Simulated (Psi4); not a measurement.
## CH3S (charge −1): frequency calculation (part 3 of 3)

The same run, continued: CH3S, charge −1, SMILES C[S-]; SVWN-RPA/6-31G*, RKS (Psi4 1.11). The geometry was optimised with SVWN-RPA/6-31G*.

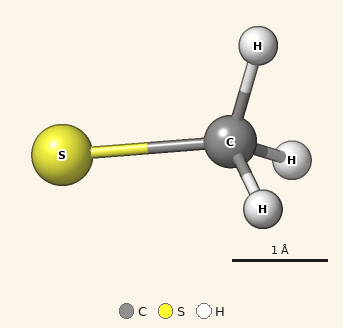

*The input geometry (ball-and-stick view, seen at a tilt).*

What the program printed, continued:
```
    1    -0.01683686676774    -0.11084984731559    -0.03460668044733    -0.00696876818910    -0.00709944337587
    2    -0.04569120556009    -0.01240191003145     0.00397555123463    -0.24404322246183    -0.07916044955683
    3    -0.01128695254829    -0.13161060177688    -0.00286079194004    -0.07419682851601    -0.07175116712090
    4     0.00566959222420     0.01356571300925    -0.00945641724188     0.00799590584525     0.00843187920843
    5     0.00221559621083     0.00062213724783     0.01798518630111     0.00388783166979    -0.00754440878330
    6     0.00163965725534     0.00950925111367     0.01230149699425    -0.00301438910266    -0.00443813566212
    7     0.01536654022182    -0.01767325348753     0.00030502538226    -0.00235725083729     0.00024664256563
    8     0.00142164665632    -0.00317341045357    -0.00229218332572    -0.01998635437412     0.02258008001001
    9     0.01436067106627    -0.01617423109261    -0.00241451192151    -0.00657988719600     0.00846470426061
   10     0.01815628080219     0.12278474018830    -0.00000907137390    -0.00135922842717    -0.00238081217606
   11     0.04553233458003     0.01529734630646    -0.02235735628314    -0.00347498573841    -0.02001305385913
   12     0.01529734630646     0.14601247391430    -0.00782756351268    -0.00034657252967    -0.00773546282355
   13    -0.02235735628314    -0.00782756351268     0.04376753805899     0.00268795237890     0.00080000779420
   14    -0.00347498573841    -0.00034657252967     0.00268795237890     0.26361422940451     0.08413501773637
   15    -0.02001305385913    -0.00773546282355     0.00080000779420     0.08413501773637     0.07546767158926

	total time  =         28 seconds =       0.47 minutes

  ==> Harmonic Vibrational Analysis <==

  non-mass-weighted Hessian:       Symmetric? True   Hermitian? True   Lin Dep Dim?  0 (0)
  projection of translations (True) and rotations (True) removed 6 degrees of freedom (6)
  total projector:                 Symmetric? True   Hermitian? True   Lin Dep Dim?  6 (6)
  mass-weighted Hessian:           Symmetric? True   Hermitian? True   Lin Dep Dim?  0 (0)
  pre-proj  low-frequency mode:    0.0000i [cm^-1]
  pre-proj  low-frequency mode:    0.0000i [cm^-1]
  pre-proj  low-frequency mode:    0.0000i [cm^-1]
  pre-proj  low-frequency mode:    0.0000i [cm^-1]
  pre-proj  low-frequency mode:    0.0000i [cm^-1]
  pre-proj  low-frequency mode:    3.6003  [cm^-1]
  pre-proj  all modes:['273.7440i' '273.7419i' '232.2249i' '24.3165i' '5.8130i' '3.6003'
 '714.3139' '907.7096' '907.7492' '1303.1126' '1444.8563' '1444.9079'
 '2859.5659' '2903.9130' '2904.0315']
  projected mass-weighted Hessian: Symmetric? True   Hermitian? True   Lin Dep Dim?  6 (6)
  post-proj low-frequency mode:    0.0000i [cm^-1] (TR)
  post-proj low-frequency mode:    0.0000i [cm^-1] (TR)
  post-proj low-frequency mode:    0.0000i [cm^-1] (TR)
  post-proj low-frequency mode:    0.0000  [cm^-1] (TR)
  post-proj low-frequency mode:    0.0000  [cm^-1] (TR)
  post-proj low-frequency mode:    0.0000  [cm^-1] (TR)
  post-proj  all modes:['0.0000i' '0.0000i' '0.0000i' '0.0000' '0.0000' '0.0000' '712.7474'
 '907.6519' '907.6914' '1303.1108' '1444.8562' '1444.9078' '2859.5659'
 '2903.9130' '2904.0315']

  Vibration                       7                   8                   9
  Freq [cm^-1]                 712.7474            907.6519            907.6914
  Irrep                           A                   A                   A
  Reduced mass [u]              6.7621              1.1890              1.1890
  Force const [mDyne/A]         2.0240              0.5771              0.5772
  Turning point v=0 [a0]        0.1581              0.3340              0.3340
  RMS dev v=0 [a0 u^1/2]        0.2906              0.2575              0.2575
  IR activ [km/mol]             6.8494             24.9461             24.9426
  Char temp [K]               1025.4848           1305.9090           1305.9658
  ----------------------------------------------------------------------------------
      1   C                0.50 -0.11 -0.27    0.06  0.02  0.10   -0.01 -0.12  0.03
      2   S               -0.22  0.05  0.12   -0.01 -0.00 -0.02    0.00  0.02 -0.01
      3   H                0.38 -0.07 -0.23   -0.46  0.00 -0.01   -0.50  0.32  0.29
      4   H                0.40 -0.08 -0.19    0.56 -0.17 -0.50    0.00  0.26 -0.05
      5   H                0.38 -0.11 -0.21   -0.42  0.07 -0.05    0.57  0.05 -0.38

  Vibration                       10                  11                  12
  Freq [cm^-1]                1303.1108           1444.8562           1444.9078
  Irrep                           A                   A                   A
  Reduced mass [u]              1.1451              1.0607              1.0608
  Force const [mDyne/A]         1.1457              1.3047              1.3048
  Turning point v=0 [a0]        0.2840              0.2803              0.2803
  RMS dev v=0 [a0 u^1/2]        0.2149              0.2041              0.2041
  IR activ [km/mol]            100.6721             0.3486              0.3483
  Char temp [K]               1874.8864           2078.8264           2078.9006
  ----------------------------------------------------------------------------------
      1   C               -0.10  0.02  0.05   -0.03 -0.03 -0.05    0.00 -0.06  0.03
      2   S               -0.01  0.00  0.00   -0.00 -0.00 -0.00    0.00 -0.00  0.00
      3   H                0.50 -0.27 -0.11    0.27  0.49  0.45    0.37 -0.06  0.06
      4   H                0.35 -0.14 -0.43    0.21  0.11 -0.31    0.01  0.71 -0.10
      5   H                0.53  0.10 -0.20   -0.03 -0.22  0.52   -0.43  0.12 -0.38

  Vibration                       13                  14                  15
  Freq [cm^-1]                2859.5659           2903.9130           2904.0315
  Irrep                           A                   A                   A
  Reduced mass [u]              1.0293              1.1033              1.1033
  Force const [mDyne/A]         4.9589              5.4817              5.4822
  Turning point v=0 [a0]        0.2023              0.1939              0.1938
  RMS dev v=0 [a0 u^1/2]        0.1451              0.1440              0.1440
  IR activ [km/mol]            265.1531            108.1797            108.1620
  Char temp [K]               4114.2787           4178.0843           4178.2548
  ----------------------------------------------------------------------------------
      1   C                0.04 -0.01 -0.02   -0.05 -0.01 -0.08   -0.01 -0.09  0.02
      2   S                0.00 -0.00 -0.00    0.00  0.00  0.00    0.00  0.00 -0.00
      3   H               -0.07 -0.37  0.44   -0.08 -0.30  0.32    0.08  0.42 -0.53
      4   H               -0.44 -0.06 -0.38    0.62  0.08  0.51    0.04 -0.03  0.04
      5   H                0.02  0.54  0.20   -0.01  0.35  0.10    0.01  0.67  0.28

  ==> Thermochemistry Components <==

  Entropy, S
    Electronic S                             0.000 [cal/(mol K)]        0.000 [J/(mol K)]       0.00000000 [mEh/K] (multiplicity = 1)
    Translational S                         37.467 [cal/(mol K)]      156.762 [J/(mol K)]       0.05970768 [mEh/K] (mol. weight = 46.9955 [u], P = 101325.00 [Pa])
    Rotational S                            17.840 [cal/(mol K)]       74.643 [J/(mol K)]       0.02843018 [mEh/K] (symmetry no. = 3)
    Vibrational S                            0.619 [cal/(mol K)]        2.590 [J/(mol K)]       0.00098638 [mEh/K]
  Total S                                   55.926 [cal/(mol K)]      233.996 [J/(mol K)]       0.08912423 [mEh/K]
  Correction S                               0.000 [cal/(mol K)]        0.000 [J/(mol K)]       0.00000000 [mEh/K]

  Constant volume heat capacity, Cv
    Electronic Cv                            0.000 [cal/(mol K)]        0.000 [J/(mol K)]       0.00000000 [mEh/K]
    Translational Cv                         2.981 [cal/(mol K)]       12.472 [J/(mol K)]       0.00475022 [mEh/K]
    Rotational Cv                            2.981 [cal/(mol K)]       12.472 [J/(mol K)]       0.00475022 [mEh/K]
    Vibrational Cv                           2.113 [cal/(mol K)]        8.842 [J/(mol K)]       0.00336779 [mEh/K]
  Total Cv                                   8.075 [cal/(mol K)]       33.786 [J/(mol K)]       0.01286823 [mEh/K]
  Correction Cv                              0.000 [cal/(mol K)]        0.000 [J/(mol K)]       0.00000000 [mEh/K]

  Constant pressure heat capacity, Cp
    Electronic Cp                            0.000 [cal/(mol K)]        0.000 [J/(mol K)]       0.00000000 [mEh/K]
    Translational Cp                         4.968 [cal/(mol K)]       20.786 [J/(mol K)]       0.00791703 [mEh/K]
    Rotational Cp                            2.981 [cal/(mol K)]       12.472 [J/(mol K)]       0.00475022 [mEh/K]
    Vibrational Cp                           2.113 [cal/(mol K)]        8.842 [J/(mol K)]       0.00336779 [mEh/K]
  Total Cp                                  10.062 [cal/(mol K)]       42.100 [J/(mol K)]       0.01603504 [mEh/K]
  Correction Cp                              0.000 [cal/(mol K)]        0.000 [J/(mol K)]       0.00000000 [mEh/K]

  ==> Thermochemistry Energy Analysis <==

  Raw electronic energy, E_e
  Total E_e, Electronic energy at well bottom                                          -436.84137556 [Eh]

  Zero-point vibrational energy, ZPVE = Sum_i omega_i / 2,  E_0 = E_e + ZPVE
    Vibrational ZPVE                        21.999 [kcal/mol]       92.044 [kJ/mol]       0.03505753 [Eh]        7694.238 [cm^-1]
  Correction ZPVE to E_e                    21.999 [kcal/mol]       92.044 [kJ/mol]       0.03505753 [Eh]        7694.238 [cm^-1]
  Total E_0, Enthalpy at 0 [K]                                                         -436.80631804 [Eh]
  *** Absolute enthalpy, not an enthalpy of formation ***

  Thermal (internal) energy, E (includes ZPVE and finite-temperature corrections)
    Electronic contrib to E beyond E_e       0.000 [kcal/mol]        0.000 [kJ/mol]       0.00000000 [Eh]
    Translational contrib to E               0.889 [kcal/mol]        3.718 [kJ/mol]       0.00141628 [Eh]
    Rotational contrib to E                  0.889 [kcal/mol]        3.718 [kJ/mol]       0.00141628 [Eh]
    Vibrational contrib to E                22.147 [kcal/mol]       92.663 [kJ/mol]       0.03529350 [Eh]
  Correction E                              23.924 [kcal/mol]      100.100 [kJ/mol]       0.03812606 [Eh]
  Total E, Thermal (internal) energy at  298.15 [K]                                    -436.80324951 [Eh]

  Enthalpy, H_trans = E_trans + k_B * T = E_trans + P * V
    Electronic contrib to H beyond E_e       0.000 [kcal/mol]        0.000 [kJ/mol]       0.00000000 [Eh]
    Translational contrib to H               1.481 [kcal/mol]        6.197 [kJ/mol]       0.00236046 [Eh]
    Rotational contrib to H                  0.889 [kcal/mol]        3.718 [kJ/mol]       0.00141628 [Eh]
    Vibrational contrib to H                22.147 [kcal/mol]       92.663 [kJ/mol]       0.03529350 [Eh]
  Correction H                              24.517 [kcal/mol]      102.579 [kJ/mol]       0.03907024 [Eh]
  Total H, Enthalpy at  298.15 [K]                                                     -436.80230532 [Eh]
  *** Absolute enthalpy, not an enthalpy of formation ***

  Gibbs free energy, G = H - T * S
    Electronic contrib to G beyond E_e       0.000 [kcal/mol]        0.000 [kJ/mol]       0.00000000 [Eh]
    Translational contrib to G              -9.690 [kcal/mol]      -40.541 [kJ/mol]      -0.01544138 [Eh]
    Rotational contrib to G                 -4.430 [kcal/mol]      -18.536 [kJ/mol]      -0.00706018 [Eh]
    Vibrational contrib to G                21.962 [kcal/mol]       91.891 [kJ/mol]       0.03499941 [Eh]
  Correction G                               7.843 [kcal/mol]       32.813 [kJ/mol]       0.01249785 [Eh]
  Total G, Gibbs energy at  298.15 [K]                                                 -436.82887771 [Eh]
  *** Absolute Gibbs energy, not a free energy of formation ***

    Psi4 run time: 0:00:33.42
```

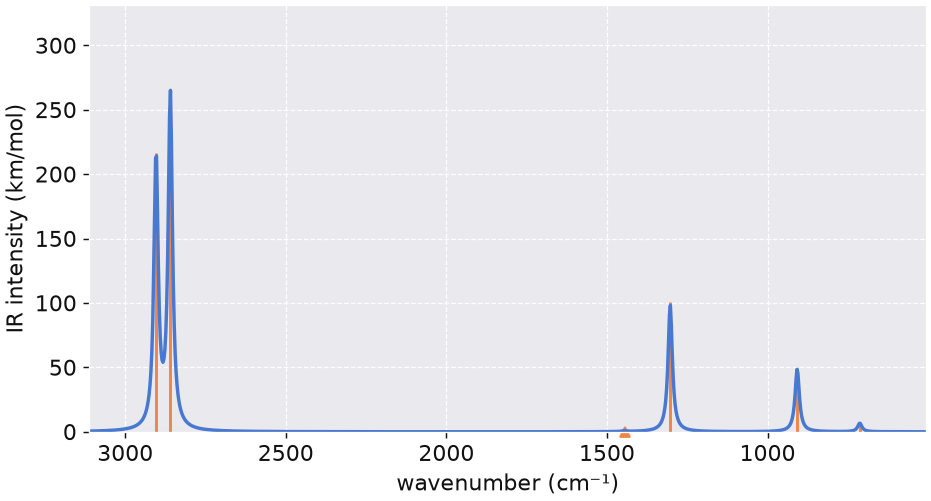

*Harmonic infrared spectrum, unscaled: sticks (degenerate modes added up, dark ones marked on the axis) with a Lorentzian envelope of 16 cm⁻¹ full width, scaled to the tallest stick.*

9 modes from 713 to 2904 cm⁻¹, none imaginary. The strongest line is at 2860 cm⁻¹ (265 km/mol). All modes, in cm⁻¹ (km/mol): 713 (6.8), 908 (25), 908 (25), 1303 (101), 1445 (0.3), 1445 (0.3), 2860 (265), 2904 (108), 2904 (108).

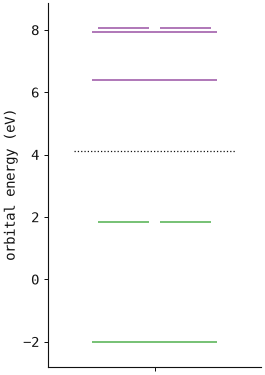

*Orbital energies near the frontier; the dotted line parts filled from empty levels, and levels within 0.02 eV of each other stand side by side.*

Highest filled 1.84 eV, lowest empty 6.40 eV, 4.56 eV apart.

This output came from the following input.

Input file (calc.in):
```
memory 1600 mb

molecule {
  -1 1
  C     -0.114498     0.026311     0.062033
  S      1.447773    -0.333456    -0.785809
  H     -0.313380    -0.653521     0.920959
  H     -1.003870    -0.063741    -0.601607
  H     -0.158269     1.056850     0.481016
  symmetry c1
}

set globals {
  basis                      6-31G*
  reference                  rks
  t                          298.15
  rotational_symmetry_number 3
}

frequency('svwn')
```

Run as:
```bash
psi4 -n 1 calc.in calc.out
```

Summary:

- outcome: converged
- total energy: −436.841376 hartree
- basis functions: 40
- HOMO: 1.84 eV
- LUMO: 6.40 eV
- zero-point energy: 0.035058 hartree
- wavenumbers, lowest and highest: 713 and 2904 cm⁻¹
- hardware: 1 thread of AMD EPYC (Zen 3), 192 GiB of memory available, shared host
- wall time: 36 s
- peak memory: 0.25 GiB

Notes:

The record of the run, not the program, notes: unbound anion.
